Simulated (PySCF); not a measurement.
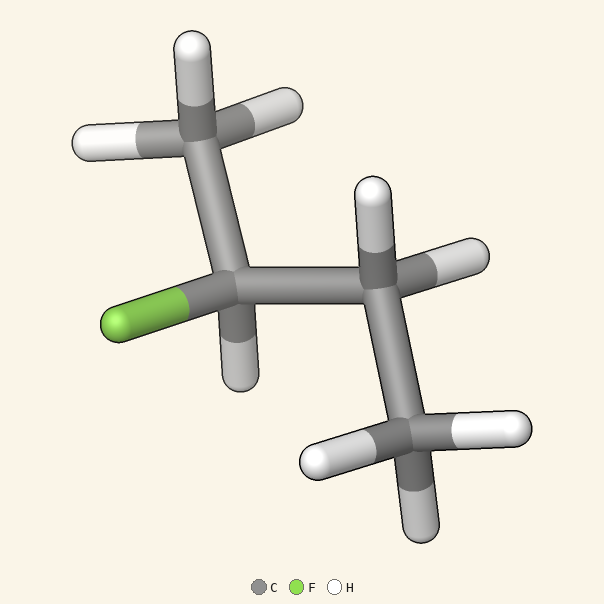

Computed geometry: PBE0-D3(BJ)/def2-SVP optimisation. No frequency run is at hand to confirm it as a minimum. Program: PySCF 2.14.0.

At this fixed geometry, give HOMO energy (eV), HOMO–LUMO gap (eV), dipole (D) at these levels: B97-2/pcSseg-1; BHandHLYP/pcSseg-1; CAM-B3LYP/pcSseg-1; LC-wPBE/pcSseg-1; PBE0/6-31G; PBE0/STO-3G; PBE0/pcSseg-1; WP04/pcSseg-1; mPW1PW91/pcSseg-1; ωB97X-D/pcSseg-1.

| level | HOMO energy (eV) | HOMO–LUMO gap (eV) | dipole (D) |
| --- | --- | --- | --- |
| B97-2/pcSseg-1 | −8.70 | 10.23 | 1.80 |
| BHandHLYP/pcSseg-1 | −10.48 | 12.64 | 1.92 |
| CAM-B3LYP/pcSseg-1 | −10.42 | 12.75 | 1.83 |
| LC-wPBE/pcSseg-1 | −11.74 | 15.42 | 1.84 |
| PBE0/6-31G | −8.74 | 11.49 | 1.92 |
| PBE0/STO-3G | −4.85 | 13.51 | 1.00 |
| PBE0/pcSseg-1 | −8.96 | 10.46 | 1.80 |
| WP04/pcSseg-1 | −10.20 | 10.17 | 1.94 |
| mPW1PW91/pcSseg-1 | −9.01 | 10.54 | 1.82 |
| ωB97X-D/pcSseg-1 | −10.90 | 14.24 | 1.84 |
